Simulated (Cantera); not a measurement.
A closed system holds: 1 mol Si2Cl6, 2 mol NH3, 20 mol N2, held at 0.0133 bar.

Method: chemical equilibrium by Gibbs-energy minimisation in Cantera with the NASA 1993 tables (ideal gas, pure condensed phases). Candidate condensed phases: NH4Cl, Si, Si3N4; 28 gas species. The feed counts by its element totals alone. The tables' values for SiCl3, SiCl, SiN are old estimates; treat these amounts as uncertain. Kinetics and transport are ignored.

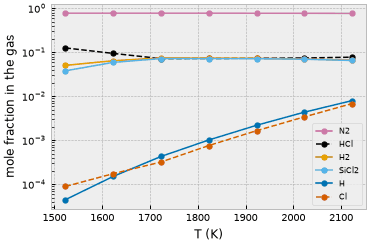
Equilibrium gas composition (values under 1e-9 drawn at 1e-9)

Read off the mole fractions at 1823 K.

N2 about 0.78, H2 about 0.074, HCl about 0.073, SiCl2 about 0.073, H about 0.0010, Cl about 0.00076.
